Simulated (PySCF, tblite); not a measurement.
# C₄H₁₃BF₂N₂Si: geometry, infrared bands, NMR shifts and electronic excitations, part 1 of 2

Aim: predict the infrared bands, NMR shifts and electronic excitations of C₄H₁₃BF₂N₂Si (`CN(C)[SiH2]N(C)CB(F)F`).

Computed with tblite 0.8.0 and PySCF 2.14.0, with density-fitted response routines of our own, on a single molecule in the gas phase. Atoms are numbered from 0 throughout.

## (1) Starting geometry

23 atoms, charge 0, multiplicity 1; geometry from: force field or distance geometry start.

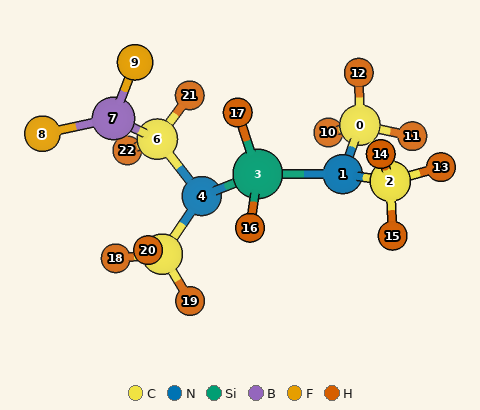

The starting geometry (carbon yellow, nitrogen blue, silicon teal, boron purple, fluorine amber, hydrogen orange), atoms numbered.

## (2) Optimising the geometry with GFN2-xTB

The job: settings as JSON, then the geometry in Å.

```
{"job": {"kind": "relax", "xc": "GFN2-xTB", "basis": "xTB"}, "charge": 0, "multiplicity": 1}
C     -2.305800     0.615000     0.825300
N     -1.845100    -0.153900    -0.287900
C     -2.701200    -0.119500    -1.402700
Si    -0.111600    -0.014100    -0.634500
N      0.909500    -0.679400     0.712600
C      1.775800    -1.717800     0.137000
C      1.727200     0.413300     1.236000
B      2.685000     1.071500     0.189700
F      4.105100     0.792200     0.326100
F      2.276100     2.312800    -0.419600
H     -1.746700     0.313200     1.736400
H     -3.370600     0.303300     1.052300
H     -2.297300     1.707200     0.688500
H     -3.754800     0.052100    -1.028000
H     -2.455600     0.594400    -2.203500
H     -2.684300    -1.143700    -1.855400
H      0.166400    -0.879300    -1.792500
H      0.292800     1.326000    -1.022100
H      2.654700    -1.894700     0.811000
H      1.249600    -2.673000     0.031300
H      2.142500    -1.431800    -0.858200
H      1.024600     1.200800     1.625900
H      2.258900     0.032400     2.142500
```

On the command line:

```bash
OMP_NUM_THREADS=1 python probes_run.py task.json out
```

One launch serves the whole session: the jobs run in the order shown.

What it wrote:

```text
step      E/eV     max force
  0    -912.84577    3.572
  1    -913.51207    2.309
  2    -913.75412    2.432
  3    -913.85311    1.294
  4    -913.94599    0.756
  5    -913.96539    0.559
  6    -914.03390    0.522
  7    -914.05414    0.531
  8    -914.08104    0.324
  9    -914.09853    0.320
 10    -914.11548    0.307
 11    -914.12665    0.279
 12    -914.13734    0.309
 13    -914.14733    0.355
 14    -914.15697    0.302
 15    -914.16563    0.253
 16    -914.17208    0.172
 17    -914.17682    0.150
 18    -914.18108    0.166
 19    -914.18610    0.209
 20    -914.19322    0.222
 21    -914.20348    0.267
 22    -914.21702    0.320
 23    -914.23231    0.287
 24    -914.24763    0.294
 25    -914.26107    0.287
 26    -914.27108    0.265
 27    -914.28005    0.305
 28    -914.29021    0.347
 29    -914.30145    0.305
 30    -914.30747    0.370
 31    -914.31973    0.230
 32    -914.32609    0.162
 33    -914.33468    0.214
 34    -914.33919    0.184
 35    -914.34649    0.147
 36    -914.35108    0.159
 37    -914.35538    0.129
 38    -914.35919    0.155
 39    -914.36308    0.128
 40    -914.36587    0.110
 41    -914.36766    0.081
 42    -914.36909    0.118
 43    -914.37073    0.107
 44    -914.37318    0.095
 45    -914.37455    0.087
 46    -914.37620    0.081
 47    -914.37810    0.114
 48    -914.38062    0.136
 49    -914.38305    0.120
 50    -914.38504    0.105
 51    -914.38688    0.100
 52    -914.38887    0.107
 53    -914.39083    0.106
 54    -914.39241    0.104
 55    -914.39348    0.069
 56    -914.39446    0.085
 57    -914.39546    0.088
 58    -914.39653    0.067
 59    -914.39718    0.051
 60    -914.39776    0.040
 61    -914.39820    0.039
 62    -914.39862    0.049
 63    -914.39905    0.054
 64    -914.39961    0.051
 65    -914.40034    0.061
 66    -914.40124    0.064
 67    -914.40220    0.060
 68    -914.40309    0.066
 69    -914.40366    0.064
 70    -914.40432    0.074
 71    -914.40480    0.049
 72    -914.40542    0.038
 73    -914.40568    0.034
 74    -914.40629    0.039
 75    -914.40666    0.033
 76    -914.40696    0.031
 77    -914.40722    0.035
 78    -914.40767    0.045
 79    -914.40829    0.058
 80    -914.40895    0.051
 81    -914.40947    0.052
 82    -914.40992    0.045
 83    -914.41034    0.039
 84    -914.41079    0.050
 85    -914.41123    0.043
 86    -914.41163    0.041
 87    -914.41210    0.047
 88    -914.41272    0.051
 89    -914.41362    0.072
 90    -914.41476    0.074
 91    -914.41600    0.064
 92    -914.41713    0.073
 93    -914.41789    0.065
 94    -914.41839    0.062
 95    -914.41896    0.043
 96    -914.41972    0.057
 97    -914.42054    0.053
 98    -914.42125    0.053
 99    -914.42183    0.062
100    -914.42235    0.064
101    -914.42303    0.060
102    -914.42385    0.058
103    -914.42452    0.061
104    -914.42492    0.037
105    -914.42524    0.034
106    -914.42559    0.038
107    -914.42599    0.030
108    -914.42629    0.032
109    -914.42651    0.034
110    -914.42672    0.036
111    -914.42706    0.035
112    -914.42741    0.037
113    -914.42771    0.036
114    -914.42796    0.041
115    -914.42822    0.036
116    -914.42851    0.032
117    -914.42883    0.037
118    -914.42911    0.035
119    -914.42938    0.051
120    -914.42965    0.040
121    -914.43002    0.030
122    -914.43034    0.034
123    -914.43063    0.038
124    -914.43089    0.038
125    -914.43115    0.035
126    -914.43141    0.031
127    -914.43166    0.032
128    -914.43189    0.032
129    -914.43214    0.033
130    -914.43243    0.054
131    -914.43278    0.051
132    -914.43320    0.062
133    -914.43361    0.048
134    -914.43395    0.039
135    -914.43424    0.033
136    -914.43451    0.033
137    -914.43486    0.052
138    -914.43528    0.053
139    -914.43578    0.046
140    -914.43613    0.049
141    -914.43648    0.039
142    -914.43673    0.031
143    -914.43699    0.051
144    -914.43719    0.036
145    -914.43747    0.043
146    -914.43792    0.041
147    -914.43841    0.041
148    -914.43900    0.048
149    -914.43954    0.074
150    -914.43761    0.301
151    -914.44053    0.063
152    -914.44111    0.055
153    -914.44259    0.056
154    -914.44332    0.294
155    -914.44522    0.086
156    -914.44635    0.075
157    -914.44836    0.314
158    -914.44977    0.121
159    -914.45068    0.058
160    -914.45132    0.177
161    -914.45195    0.101
162    -914.45328    0.046
163    -914.45437    0.058
164    -914.45558    0.098
165    -914.45639    0.067
166    -914.45736    0.086
167    -914.45856    0.067
168    -914.45982    0.089
169    -914.46094    0.075
170    -914.46166    0.176
171    -914.46266    0.065
172    -914.46336    0.054
173    -914.46444    0.079
174    -914.46510    0.127
175    -914.46597    0.082
176    -914.46680    0.161
177    -914.46763    0.063
178    -914.46817    0.043
179    -914.46889    0.097
180    -914.46931    0.104
181    -914.47078    0.129
182    -914.47211    0.133
183    -914.47399    0.086
184    -914.47462    0.260
185    -914.47698    0.158
186    -914.47883    0.084
187    -914.47817    0.545
188    -914.48213    0.082
189    -914.48365    0.047
190    -914.48491    0.162
191    -914.48590    0.129
192    -914.48822    0.044
193    -914.48884    0.120
194    -914.48962    0.083
195    -914.49009    0.060
196    -914.49080    0.054
197    -914.49138    0.054
198    -914.49177    0.057
199    -914.49232    0.054
200    -914.49270    0.052
201    -914.49332    0.058
202    -914.49400    0.059
203    -914.49478    0.080
204    -914.49559    0.082
205    -914.49640    0.188
206    -914.49740    0.085
207    -914.49875    0.078
208    -914.50044    0.067
209    -914.50155    0.075
210    -914.50344    0.087
211    -914.50516    0.077
212    -914.50706    0.087
213    -914.50858    0.085
214    -914.51007    0.075
215    -914.51159    0.096
216    -914.51328    0.093
217    -914.51519    0.129
218    -914.51746    0.111
219    -914.52011    0.134
220    -914.52352    0.128
221    -914.52703    0.106
222    -914.53027    0.143
223    -914.53239    0.146
224    -914.53507    0.209
225    -914.53744    0.112
226    -914.54081    0.130
227    -914.54334    0.101
228    -914.54488    0.104
229    -914.54626    0.073
230    -914.54738    0.070
231    -914.54833    0.059
232    -914.54893    0.048
233    -914.54937    0.053
234    -914.54994    0.057
235    -914.55064    0.068
236    -914.55162    0.077
237    -914.55307    0.076
238    -914.55449    0.085
239    -914.55644    0.079
240    -914.55951    0.123
241    -914.56176    0.133
242    -914.56404    0.181
243    -914.56630    0.090
244    -914.56796    0.086
245    -914.56942    0.066
246    -914.57006    0.068
247    -914.57038    0.064
248    -914.57068    0.039
249    -914.57084    0.024
250    -914.57097    0.019
251    -914.57105    0.018
252    -914.57111    0.019
253    -914.57116    0.019
254    -914.57121    0.016
255    -914.57125    0.015
256    -914.57128    0.015
257    -914.57130    0.015
258    -914.57132    0.014
259    -914.57134    0.013
260    -914.57135    0.011
261    -914.57137    0.010
262    -914.57138    0.009
```

Wall time 4.8 s (1 thread of Arm Neoverse N1, shared host); peak memory 0.19 GiB.

Step by step: (not every step is listed)

| step | energy from step 0 (eV) | largest force (eV/Å) |
| --- | --- | --- |
| 0 | 0.0000 | 3.5719 |
| 1 | -0.6663 | 2.3088 |
| 2 | -0.9083 | 2.4316 |
| 3 | -1.0073 | 1.2943 |
| 4 | -1.1002 | 0.7557 |
| 5 | -1.1196 | 0.5585 |
| 6 | -1.1881 | 0.5218 |
| 7 | -1.2084 | 0.5314 |
| 8 | -1.2353 | 0.3240 |
| 32 | -1.4803 | 0.1616 |
| 56 | -1.5487 | 0.0845 |
| 80 | -1.5632 | 0.0511 |
| 104 | -1.5792 | 0.0369 |
| 128 | -1.5861 | 0.0323 |
| 152 | -1.5953 | 0.0552 |
| 176 | -1.6210 | 0.1613 |
| 200 | -1.6469 | 0.0519 |
| 224 | -1.6893 | 0.2094 |
| 248 | -1.7249 | 0.0391 |
| 257 | -1.7255 | 0.0151 |
| 258 | -1.7255 | 0.0144 |
| 259 | -1.7256 | 0.0131 |
| 260 | -1.7256 | 0.0114 |
| 261 | -1.7256 | 0.0098 |
| 262 | -1.7256 | 0.0095 |

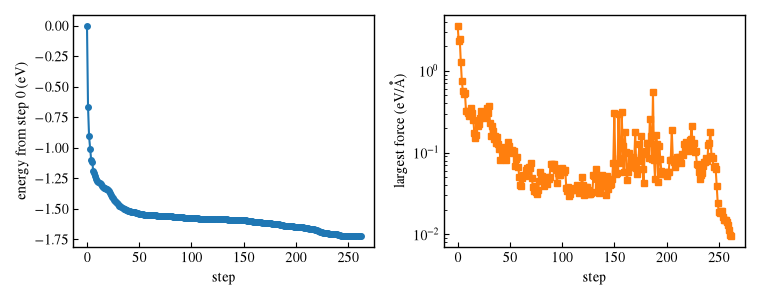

Energy and largest force along the relaxation.

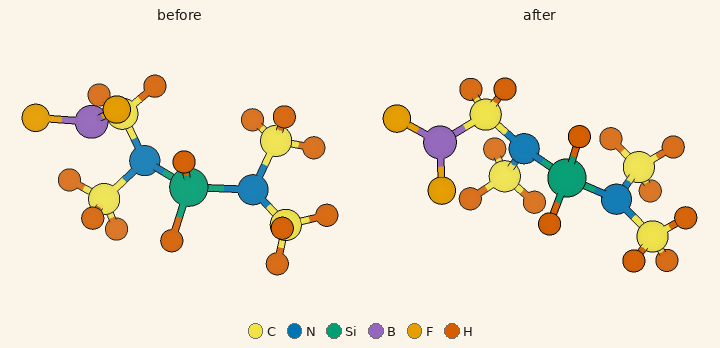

Before and after, at one scale.

Distances of close pairs at the start and the end, largest changes first:

| bond | before (Å) | after (Å) | change (Å) |
| --- | --- | --- | --- |
| B7–F8 | 1.454 | 1.316 | -0.137 |
| B7–F9 | 1.442 | 1.320 | -0.122 |
| Si3–N4 | 1.817 | 1.723 | -0.093 |
| N1–Si3 | 1.773 | 1.718 | -0.055 |
| C0–H11 | 1.132 | 1.095 | -0.038 |
| C2–H13 | 1.131 | 1.094 | -0.038 |
| C2–H15 | 1.120 | 1.086 | -0.034 |
| N1–C2 | 1.406 | 1.438 | +0.032 |

The next job starts from the end point, and lists it.

## (3) Infrared spectrum with GFN2-xTB

The job: settings as JSON, then the geometry in Å.

```
{"job": {"kind": "ir", "xc": "GFN2-xTB", "basis": "xTB"}, "charge": 0, "multiplicity": 1}
C     -2.251758    -0.271493     0.852046
N     -1.635300    -0.200565    -0.450788
C     -2.604526    -0.285710    -1.509678
Si    -0.150858     0.625542    -0.708615
N      0.871443     0.123919     0.585040
C      1.093432    -1.280645     0.834979
C      2.053281     0.915300     0.862732
B      3.235947     0.749153    -0.178175
F      3.087064     0.223347    -1.375827
F      4.464578     1.165284     0.064769
H     -1.492356    -0.166387     1.620797
H     -2.754063    -1.236619     0.973276
H     -3.000069     0.519402     0.985268
H     -3.176691    -1.213430    -1.418426
H     -3.310711     0.553839    -1.481583
H     -2.100582    -0.275658    -2.471290
H      0.241495     0.261449    -2.073570
H     -0.178436     2.094374    -0.569973
H      1.322699    -1.435993     1.894198
H      0.195806    -1.835675     0.580192
H      1.930492    -1.671837     0.243653
H      1.758637     1.970386     0.866949
H      2.395722     0.699001     1.884105
```

What it wrote:

```text
mode    cm-1     km/mol
  1      28.4      0.37
  2      44.3      0.07
  3      55.9      0.67
  4      68.7      0.30
  5     117.7      1.37
  6     128.5      2.37
  7     173.5      2.93
  8     206.1      1.59
  9     216.7      2.74
 10     237.0      1.27
 11     260.0      2.69
 12     284.5      5.67
 13     301.8      2.00
 14     363.8      2.26
 15     377.0     17.12
 16     400.8      1.95
 17     416.1     13.37
 18     521.9     38.38
 19     539.0    154.23
 20     633.9     12.93
 21     680.7     25.84
 22     715.6      8.18
 23     748.0      5.73
 24     807.2    263.47
 25     811.3    320.20
 26     831.8     63.74
 27    1037.6    195.53
 28    1043.7     25.51
 29    1056.0      0.99
 30    1091.8      0.69
 31    1099.4     13.73
 32    1114.0      2.62
 33    1129.9      5.57
 34    1199.9     34.38
 35    1212.4     47.04
 36    1226.0    265.42
 37    1275.0    291.29
 38    1303.1    240.60
 39    1304.1     74.80
 40    1310.3     37.60
 41    1411.3      1.89
 42    1415.7      0.76
 43    1425.9      0.29
 44    1442.6      7.37
 45    1475.9      2.32
 46    1486.3      4.93
 47    1491.1      4.42
 48    1502.0      7.01
 49    1503.4      4.47
 50    1511.7      1.70
 51    2146.7    399.48
 52    2239.8    240.07
 53    2883.8     93.25
 54    2884.9     33.88
 55    2890.9     82.31
 56    2892.9     54.49
 57    2932.0     31.00
 58    2936.6     38.07
 59    2938.4     77.90
 60    2947.4     87.54
 61    3045.7     33.25
 62    3049.4     22.24
 63    3050.9     17.60
```

It took 2 s on 1 thread of Arm Neoverse N1, shared host; peak memory 0.19 GiB.

The strongest bands and the atoms that carry them (share of the mass-weighted mode):

| cm⁻¹ | km/mol | atoms |
| --- | --- | --- |
| 807 | 263.5 | H17 53 %, H16 31 %, Si3 11 % |
| 811 | 320.2 | H16 43 %, H17 24 %, Si3 22 % |
| 1038 | 195.5 | H19 17 %, H10 11 % |
| 1226 | 265.4 | B7 48 %, H22 20 %, F9 19 % |
| 1275 | 291.3 | B7 63 %, F8 20 % |
| 1303 | 240.6 | H22 35 %, B7 27 %, C6 15 % |
| 2147 | 399.5 | H17 92 % |
| 2240 | 240.1 | H16 92 % |

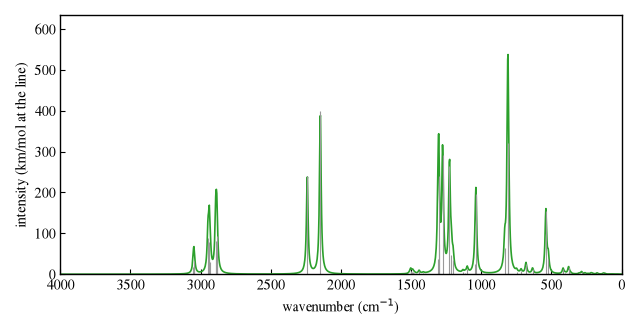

The infrared spectrum from these modes, unscaled. Lines are broadened to a width of 14 cm⁻¹ (Lorentzian).

## (4) Optimising the geometry at PBE0-D3(BJ)/def2-SVP

The job: settings as JSON, then the geometry in Å.

```
{"job": {"xc": "PBE0", "basis": "def2-SVP", "d3": "d3bj", "grid": 1, "shake": 0.01, "kind": "geom"}, "charge": 0, "multiplicity": 1}
C     -2.231350    -0.297050     0.856230
N     -1.640980    -0.205090    -0.452940
C     -2.624730    -0.288030    -1.518330
Si    -0.117630     0.627800    -0.712140
N      0.868630     0.117240     0.574490
C      1.089520    -1.275830     0.832590
C      2.062860     0.913300     0.862970
B      3.251410     0.754600    -0.183230
F      3.085240     0.228750    -1.356480
F      4.461880     1.162850     0.074790
H     -1.501220    -0.169300     1.629620
H     -2.748260    -1.235700     0.979980
H     -3.028350     0.529620     0.975670
H     -3.193380    -1.210670    -1.411420
H     -3.315160     0.543070    -1.481320
H     -2.101110    -0.261600    -2.463820
H      0.243430     0.272570    -2.075630
H     -0.187690     2.100210    -0.564150
H      1.320550    -1.443820     1.896490
H      0.170870    -1.828770     0.585110
H      1.914100    -1.671220     0.234010
H      1.766210     1.950040     0.857800
H      2.402820     0.710570     1.862520
```

What it wrote:

```text
step   0  E = -782.81466185  max force = 0.037034
step   1  E = -782.82617165  max force = 0.006833
step   2  E = -782.82678521  max force = 0.004435
step   3  E = -782.82738293  max force = 0.004282
step   4  E = -782.82762338  max force = 0.003518
step   5  E = -782.82784813  max force = 0.002234
step   6  E = -782.82796103  max force = 0.001376
step   7  E = -782.82802798  max force = 0.000930
step   8  E = -782.82806533  max force = 0.000565
step   9  E = -782.82809439  max force = 0.000594
step  10  E = -782.82810688  max force = 0.000325
optimisation converged
```

Run time: 8.2 min. Hardware: 1 thread of Arm Neoverse N1, shared host; peak memory 1 GiB.

Along the way:

| step | energy from step 0 (eV) | largest force component (eV/Å) |
| --- | --- | --- |
| 0 | 0.0000 | 1.9044 |
| 1 | -0.3132 | 0.3514 |
| 2 | -0.3299 | 0.2281 |
| 3 | -0.3462 | 0.2202 |
| 4 | -0.3527 | 0.1809 |
| 5 | -0.3588 | 0.1149 |
| 6 | -0.3619 | 0.0708 |
| 7 | -0.3637 | 0.0478 |
| 8 | -0.3647 | 0.0291 |
| 9 | -0.3655 | 0.0305 |
| 10 | -0.3659 | 0.0167 |

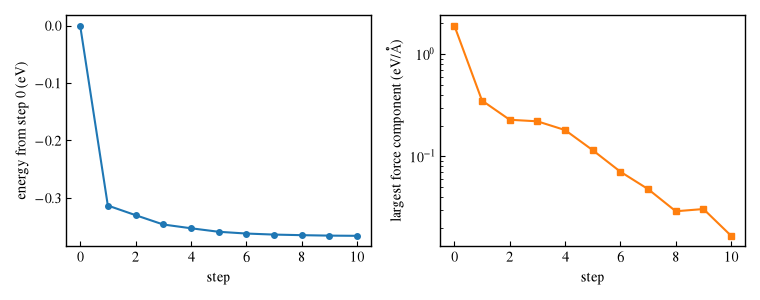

Energy and largest force along the relaxation.

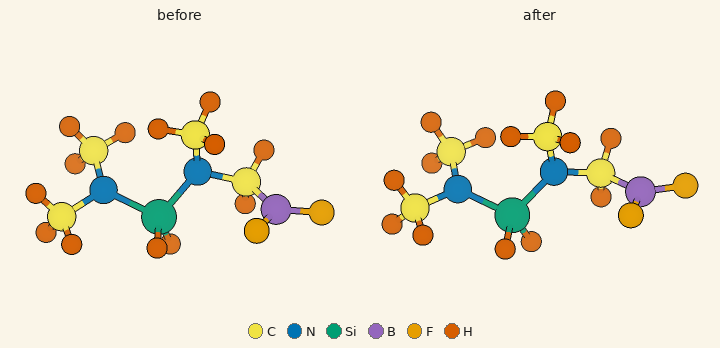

Before and after, at one scale.

Close pairs (by a distance rule), those that changed most:

| bond | before (Å) | after (Å) | change (Å) |
| --- | --- | --- | --- |
| C0–H12 | 1.154 | 1.109 | -0.046 |
| Si3–H16 | 1.455 | 1.498 | +0.044 |
| Si3–N4 | 1.700 | 1.734 | +0.035 |
| C6–H22 | 1.075 | 1.109 | +0.034 |
| C0–H10 | 1.071 | 1.101 | +0.029 |
| C6–H21 | 1.078 | 1.108 | +0.029 |
| C0–H11 | 1.079 | 1.107 | +0.028 |
| C2–H14 | 1.081 | 1.108 | +0.027 |

The next job starts from the end point, and lists it.

| at the end point | value |
| --- | --- |
| point group (found at 0.08 Å tolerance) | C1 |
| rotational constants (GHz, main isotopes) | 2.673, 0.473, 0.456 |
| dipole moment (D) | 1.99 |

(Continued in part 2 of 2.)
